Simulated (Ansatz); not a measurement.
# H6Si3: what the fields show

The calculation's input:

```
crystal:
  periodic: [false, false, false]
  atoms:
    - {symbol: H, position_ang: [-1.026378, -1.194800, -1.121343]}
    - {symbol: Si, position_ang: [-1.124328, -0.766042, 0.893475]}
    - {symbol: Si, position_ang: [-1.264518, 0.351770, -1.001689]}
    - {symbol: Si, position_ang: [1.003602, 0.921799, -0.550392]}
    - {symbol: H, position_ang: [-0.269696, -0.601655, 2.113316]}
    - {symbol: H, position_ang: [-1.862993, -2.044649, 1.107940]}
    - {symbol: H, position_ang: [1.723704, 1.024806, -1.850677]}
    - {symbol: H, position_ang: [1.834492, 0.041017, 0.322190]}
    - {symbol: H, position_ang: [0.986214, 2.267754, 0.087180]}
basis:
  gaussian: {orbitals: def2-TZVPP}
hamiltonian: {xc: pbe0, dispersion: d4}
output: {orbitals: {seedname: orbitals}}
```

Run with:

```sh
ansatz run in.yaml --threads 2 --pin off --events-out ev --progress --plain --max-ram 4352MiB
```

A transition-state structure; geometry: PBE0-D4/def2-TZVP.

These are results of RKS PBE0-D4/def2-TZVPP (Ansatz), not measurements.

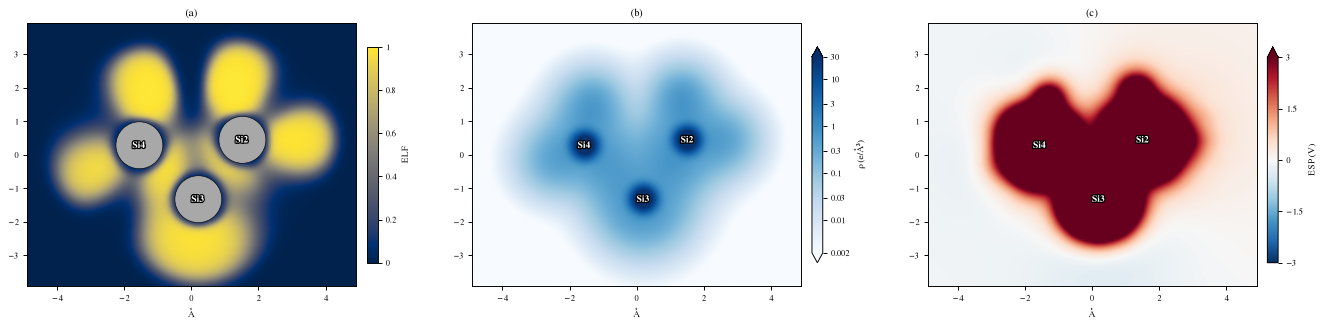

Figure 1. (a) ELF; (b) electron density; (c) electrostatic potential on the plane of atoms Si2, Si3 and Si4. Grey discs cover the atomic cores in the ELF map.

> What does the map show?

Atoms in the plane: Si. Si–Si (2.20 Å): the density is about 0.63 e/Å³ at the midpoint; the ELF peaks at about 0.85 between the atoms (localised, covalent bonding). Si–Si (2.38 Å): ρ is about 0.55 e/Å³ halfway; the ELF peaks at about 0.95 between the atoms (a covalent bond). The ELF also peaks beside Si3, away from the bonds: lone-pair regions. Outside the dense part of the molecule the potential is most negative (−0.3 V) near H1, which lies off the plane.

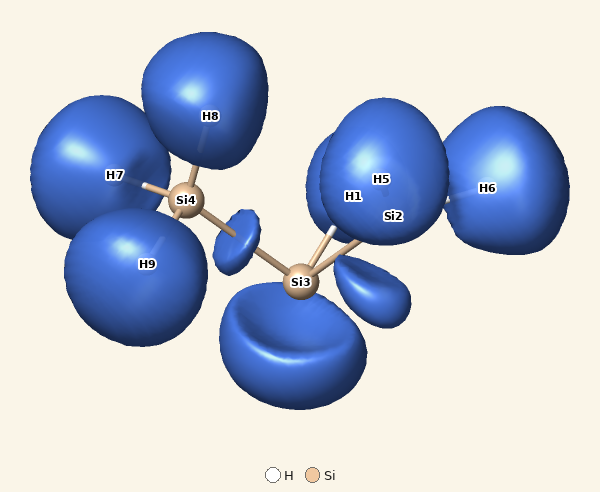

Figure 2. Isosurface of the ELF at 0.9 (blue), seen from one side. Only the valence region is drawn (cores and ρ < 0.01 e/Å³ removed).

> Where are the electrons localised?

The surface consists of one region between bonded Si–Si atoms (shared pairs), six regions around hydrogen nuclei and two lobes on Si, pointing away from the bonds (lone pairs). Profiles from the grid: Si–H (1.49 Å): the ELF climbs to about 1 towards the hydrogen, as it does in any bond to H.

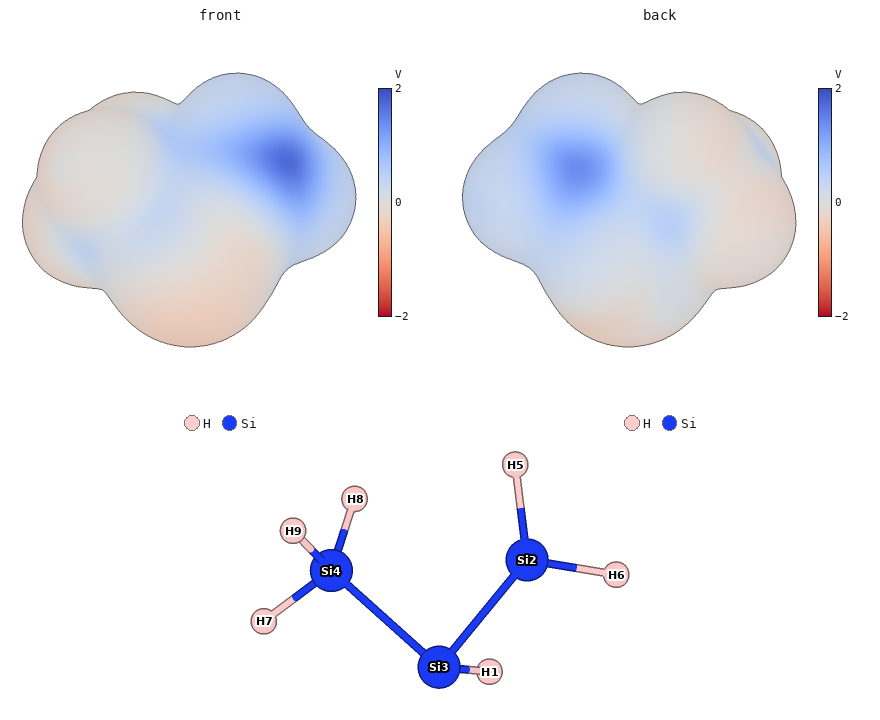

Figure 3. The molecular electrostatic potential painted on the density surface at 0.001 e/bohr³, seen from the front and from behind; the colour scale runs from red (negative) to blue (positive). The bare structure is drawn below in the same view.

> Where is the surface potential most negative and most positive?

The most negative region (about −0.3 V, or −7 kcal/mol for a unit charge) lies over H1, the most positive (about +1.6 V, or +37 kcal/mol for a unit charge) over Si2.

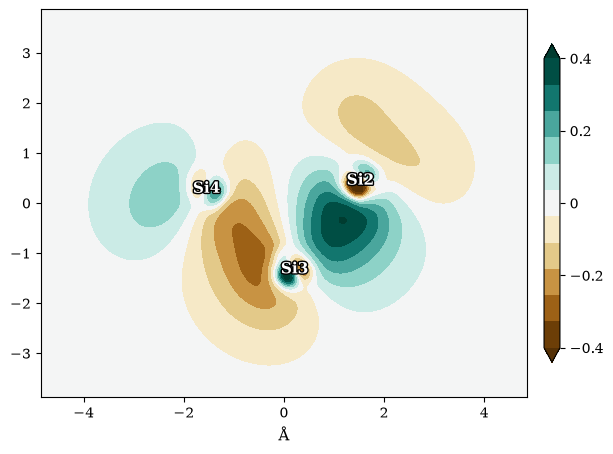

Figure 4. The HOMO−1 on the plane of atoms Si2, Si3 and Si4 (values in Å⁻³ᐟ²; the overall sign is arbitrary).

> What is the character of this orbital?

By Hirshfeld shares it lies mainly on Si3 (about 35 %), Si2 (about 30 %) and Si4 (about 15 %). Its energy is −7.62 eV.
